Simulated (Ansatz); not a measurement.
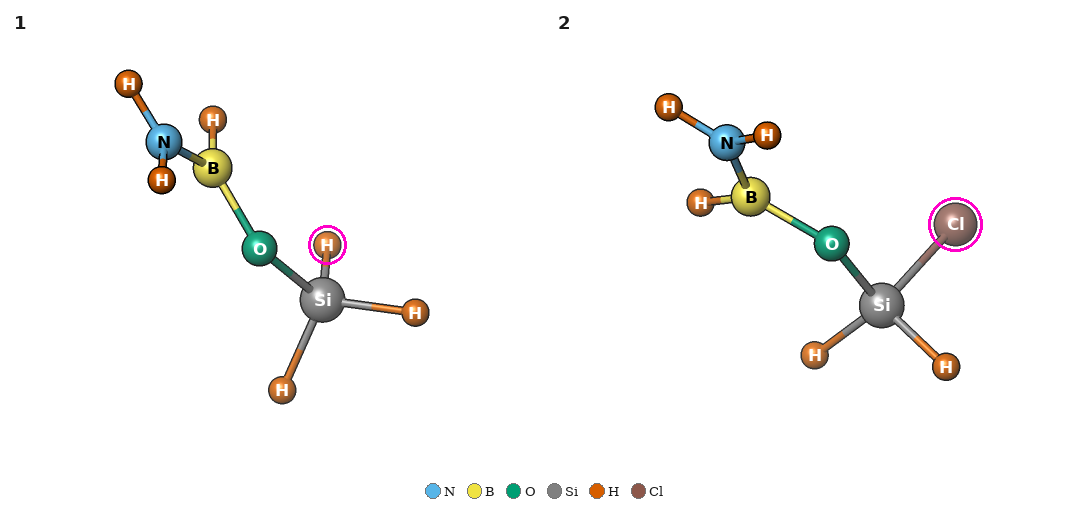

2 molecules with one skeleton, seen from the same side and at one scale; the atom that differs is circled. Each species is neutral and a spin singlet. Computed geometries: PBE0-D4/def2-TZVP optimisations, one conformation each. Properties computed with Ansatz 0.2.0.

One atom differs, called X below: H in panel 1, Cl in panel 2. Their formulas are BH6NOSi (`NBO[SiH3]`), BClH5NOSi (`NBO[SiH2]Cl`).

### In which is the HOMO energy (Kohn–Sham orbital) higher (ωB97M-V/def2-TZVPP)?

In panel 1 (X = H).

### In which is the dipole moment larger (ωB97M-V/def2-TZVPP)?

In panel 2 (X = Cl).

Give the values. With PBE0-D4/def2-TZVP: length of X–Si (Å), mean angle H–Si–X (°), harmonic zero-point energy (kJ/mol). With ωB97M-V/def2-TZVPP: dipole moment (D), HOMO energy (Kohn–Sham orbital) (eV), HOMO–LUMO gap (eV).

| quantity | 1 (H) | 2 (Cl) | 2 − 1 |
| --- | --- | --- | --- |
| length of X–Si (Å) | 1.487 | 2.052 | +0.565 |
| mean angle H–Si–X (°) | 109.6 | 107.4 | −2.2 |
| dipole moment (D) | 1.34 | 2.27 | +0.93 |
| HOMO energy (Kohn–Sham orbital) (eV) | −10.32 | −10.64 | −0.32 |
| HOMO–LUMO gap (eV) | 12.39 | 12.85 | +0.46 |
| harmonic zero-point energy (kJ/mol) | 184.4 | 169.7 | −14.7 |
